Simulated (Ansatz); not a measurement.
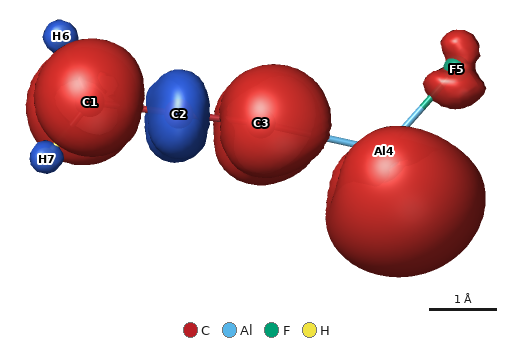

Figure 1: C$_{3}$H$_{2}$AlF (SMILES C=C=[C-][Al+][F]) (triplet). Isosurfaces of the spin density (α minus β) at +0.03 (red) and −0.03 e/Å³ (blue), seen across its widest extent.

Geometry: PBE0-D3(BJ)/def2-SVP.

Level of theory: isolated molecule in a Gaussian basis; Kohn-Sham density functional theory, functional PBE0 (Ansatz).

```xyz
7

C    -3.6579   -2.7088   -1.5530
C    -2.7718   -1.6996   -1.3392
C    -1.9670   -0.7639   -1.1393
Al   -0.6013    0.5431   -0.8866
F    -1.0225    2.0757   -0.3756
H    -4.7295   -2.5582   -1.3926
H    -3.3192   -3.6929   -1.8900
```

Q: Which atoms carry the spin?

A: The unpaired spin (2 electrons) lies mostly on Al4 (about 0.9), C1 (about 0.5) and C3 (about 0.5), in electrons by Hirshfeld's partition.
